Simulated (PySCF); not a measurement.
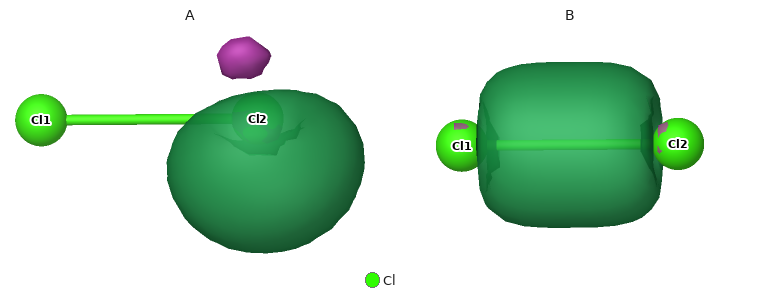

*Cl2, SMILES `ClCl`. Foster–Boys orbitals, occupied; each surface holds about 70 % of the orbital's density. Energies are diagonal elements of the Fock matrix.*

Computed with PySCF, PBE/def2-TZVP, geometry: GFN2-xTB. No frequency check shows the geometry to be a minimum. GFN2-xTB bond lengths at metals and heavier atoms can be off by up to 0.1 Å and shapes distorted, which carries into these values.

Input script:

```python
import numpy as np
from pyscf import gto, scf, dft, lo
from pyscf.data.elements import chemcore

def solve(mol, dm0=None, hcore=None):
    mf = (dft.UKS if mol.spin else dft.RKS)(mol, xc='pbe')
    mf.grids.level = 3
    mf = mf.density_fit(auxbasis='def2-universal-jkfit')
    mf.conv_tol, mf.max_cycle = 1e-8, 80
    if hcore is not None:
        mf.get_hcore = lambda *args: hcore
    mf.kernel(dm0)
    if not mf.converged:
        mf = mf.newton().run(mf.mo_coeff, mf.mo_occ, max_cycle=30)
    assert mf.converged, 'SCF not converged'
    return mf

mol = gto.M(atom='''
Cl     1.00843     0.00000     0.00000
Cl    -1.00843     0.00000     0.00000
''', basis='def2-tzvp', charge=0, spin=0, verbose=4)
mf = solve(mol)
occ_all = mf.mo_coeff[:, mf.mo_occ > 0]
occ = occ_all[:, chemcore(mol):]
bo = lo.Boys(mol, occ)
loc = bo.kernel()
for _ in range(5):
    new, stable = bo.stability(return_status=True)
    if stable:
        break
    loc = bo.kernel(new)
fock, s = mf.get_fock(), mf.get_ovlp()
ortho = lo.orth_ao(mol, 'meta_lowdin')
labels = mol.ao_labels(fmt=None)
vir = loc[:, :0]
both = np.hstack([loc, vir])
p = (ortho.T @ s @ both) ** 2
pop = np.array([p[[l[0] == a for l in labels]].sum(0) for a in range(mol.natm)])
spd = np.array([[p[[l[0] == a and l[2][-1] == k for l in labels]].sum(0) for k in 'spd'] for a in range(mol.natm)])
eps = np.einsum('pi,pq,qi->i', both, fock, both)
for i in np.argsort(eps):
    top = np.argsort(-pop[:, i])[:3]
    print('%3d %s %9.4f Eh ' % (i + 1, 'occ' if i < loc.shape[1] else 'vir', eps[i]), '  '.join('%s%d %.3f' % (mol.atom_symbol(a), a + 1, pop[a, i]) for a in top))
np.savez('result.npz', c=both, nocc=loc.shape[1], pop=pop, spd=spd, eps=eps, e=mf.e_tot)
```

Run with:

```sh
OMP_NUM_THREADS=1 python input.py
```

The run took 2.6 s on 1 thread of Intel(R) Xeon(R) Platinum 8375C CPU @ 2.90GHz (Ice Lake), with other jobs on the host, peak memory 0.23 GiB.

Identify each orbital.

Answer. By panel:
- A: lone pair on Cl2 (sp2.3-type) (Cl2 100 %; −12.0 eV)
- B: σ bond Cl2–Cl1 (Cl2 50 %, Cl1 50 %; −16.5 eV)
